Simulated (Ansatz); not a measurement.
# TaF5 (tantalum pentafluoride) at wB97M-V/def2-SVP (core potential)

What is the energy change on altering one bond length of TaF5 (tantalum pentafluoride) at wB97M-V/def2-SVP (core potential)? 

Program for the calculation: Ansatz 0.2.0.

2 further runs of the same task are left out: 2 that didn't finish.

### 1 The structure to begin with

The species is TaF5 (6 atoms), meant as a singlet with charge 0. SMILES: `F[Ta](F)(F)(F)F`. Geometry: relaxed at PBE0-D4/def2-TZVP.

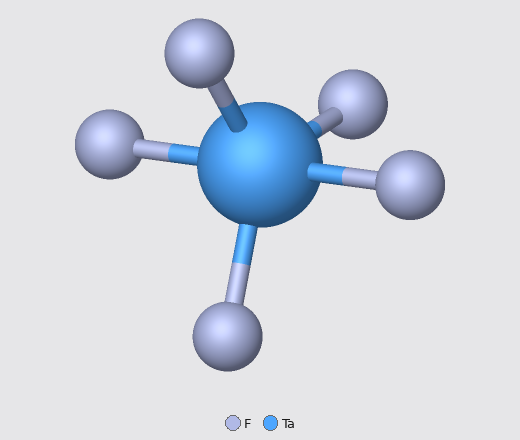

Viewed from a chosen angle; fluorine light blue, tantalum blue.

### 2 The energy at wB97M-V/def2-SVP (core potential)

run.yaml

```yaml
crystal:
  periodic: [false, false, false]
  atoms:
    - {symbol: F, position_ang: [-1.030170, -1.289830, 0.890600]}
    - {symbol: Ta, position_ang: [0.000080, -0.000050, 0.000020]}
    - {symbol: F, position_ang: [1.542230, -0.861760, 0.535750]}
    - {symbol: F, position_ang: [-0.806180, -0.458120, -1.596180]}
    - {symbol: F, position_ang: [1.030090, 1.290020, -0.890420]}
    - {symbol: F, position_ang: [-0.736030, 1.319740, 1.060250]}
basis:
  gaussian:
    orbitals: def2-SVP
hamiltonian:
  xc: {name: wB97M-V}
accuracy: high
output:
  orbitals: {seedname: orbitals}
```

Started as:

```bash
$ ansatz run run.yaml --threads 1 --pin off --max-ram 3480MiB --events-out events.jsonl --progress --plain --runs-dir runs
```

The log of the run:

```text
Warning: RAYON_NUM_THREADS=1 ignored (pool sized by the plan → 1); use --threads N
Functional definition: wB97M-V
  name "wB97M-V"
  parameter omega = 0.3/bohr
  parameter cx = 0.15
  parameter cx01 = 1.007
  parameter cx10 = 0.259
  parameter css00 = 0.443
  parameter css04 = -1.437
  parameter css10 = -4.535
  parameter css20 = -3.390
  parameter css43 = 4.278
  parameter cos00 = 1.000
  parameter cos10 = 1.358
  parameter cos20 = 2.924
  parameter cos21 = -8.812
  parameter cos60 = -1.390
  parameter cos61 = 9.142
  parameter b = 6.0
  parameter c = 0.01
  gx(w, u) = 1 - cx + cx01*u + cx10*w
  gss(w, u) = css00 + css04*u^4 + css10*w + css20*w^2 + css43*w^4*u^3
  gos(w, u) = cos00 + cos10*w + (cos20 + cos21*u)*w^2 + (cos60 + cos61*u)*w^6
  exchange = spin_sum(e_x_unif_sr(omega)*gx(b97_w, b97_u_x)) + cx*exact_x_sr(omega) + exact_x_lr(omega)
  correlation = spin_sum(e_c_pw_mod_same_spin*gss(b97_w, b97_u_same))
      + integral(e_c_pw_mod_opposite_spin*gos(b97_w_opposite, b97_u_opposite)) + vv10(b, c)
2159 factors; integrals over basis functions are off by at most 1.5e-8 eV
371 factors; integrals over basis functions are off by at most 2.4e-9 eV
mean field evaluation 1: about -15119.4505 eV, gradient 7.2e1 eV
mean field evaluation 2: about -15107.9687 eV, gradient 1.2e2 eV
mean field evaluation 4: about -15128.7987 eV, gradient 1.2e0 eV
mean field evaluation 8: about -15128.8873 eV, gradient 1.9e-1 eV
mean field evaluation 16: about -15128.8873 eV, gradient 1.5e-5 eV
mean field -15128.88732420 eV, -555.9763544363 hartree, gradient 3.9e-8 eV, S^2 0.000000; 0 other end points of the search recorded, 0 dependent functions left out
reference -15128.88733084 eV, -555.9763546802 hartree; 29, 29 occupied and 73, 73 virtual orbitals, 2159 factors
Total energy: -15128.88733084 eV, -555.9763546802 hartree
```

It took 54 s on 1 thread of Intel Xeon 6975P-C (Granite Rapids), shared host; peak memory 0.82 GiB.

### 3 The distorted shape, same level

input.yaml

```yaml
crystal:
  periodic: [false, false, false]
  atoms:
    - {symbol: F, position_ang: [-0.385167, -0.923377, 2.167551]}
    - {symbol: Ta, position_ang: [0.645083, 0.366403, 1.276971]}
    - {symbol: F, position_ang: [2.187233, -0.495307, 1.812701]}
    - {symbol: F, position_ang: [-0.806180, -0.458120, -1.596180]}
    - {symbol: F, position_ang: [1.675093, 1.656473, 0.386531]}
    - {symbol: F, position_ang: [-0.091027, 1.686193, 2.337201]}
basis:
  gaussian: {orbitals: def2-SVP}
hamiltonian: {xc: {name: wB97M-V}}
accuracy: high
output: {orbitals: {seedname: orbitals}}
```

Started as:

```bash
$ ansatz run input.yaml --threads 1 --pin off --max-ram 3480MiB --events-out events.jsonl --progress --plain --runs-dir runs
```

The log of the run, shortened:

```text
Warning: RAYON_NUM_THREADS=1 ignored (pool sized by the plan → 1); use --threads N
[... 2 set-up lines as earlier in the session ...]
[...]
  gx(w, u) = 1 - cx + cx01*u + cx10*w
  gss(w, u) = css00 + css04*u^4 + css10*w + css20*w^2 + css43*w^4*u^3
  gos(w, u) = cos00 + cos10*w + (cos20 + cos21*u)*w^2 + (cos60 + cos61*u)*w^6
[...]
      + integral(e_c_pw_mod_opposite_spin*gos(b97_w_opposite, b97_u_opposite)) + vv10(b, c)
2092 factors; integrals over basis functions are off by at most 6.3e-9 eV
399 factors; integrals over basis functions are off by at most 2.3e-9 eV
[...]
mean field -15122.62853294 eV, -555.7463480997 hartree, gradient 7.1e-8 eV, S^2 0.000000; 0 other end points of the search recorded, 0 dependent functions left out
reference -15122.62853997 eV, -555.7463483582 hartree; 29, 29 occupied and 73, 73 virtual orbitals, 2092 factors
Total energy: -15122.62853997 eV, -555.7463483582 hartree
```

Run time: 62 s. Hardware: 1 thread of Intel Xeon 6975P-C (Granite Rapids), shared host; peak memory 0.81 GiB.

### 4 Results

Level: wB97M-V/def2-SVP (core potential).

| quantity | value |
| --- | --- |
| first shape: total energy | -555.97635 Eh |
| first shape: HOMO energy | -14.72 eV |
| first shape: LUMO energy | -0.25 eV |
| first shape: HOMO–LUMO gap | 14.47 eV |
| distorted shape: total energy | -555.74635 Eh |
| distorted shape: HOMO energy | -10.12 eV |
| distorted shape: LUMO energy | -3.52 eV |
| distorted shape: HOMO–LUMO gap | 6.61 eV |
| energy change with the Ta2–F4 bond stretched from 1.846 to 3.323 Å | 6.259 eV |

With the Ta2–F4 bond stretched from 1.846 to 3.323 Å the energy rises by 6.26 eV (604 kJ/mol). The first shape isn't relaxed at this level, so the change isn't measured from a minimum. A restricted reference can't describe the breaking bond well at this length.
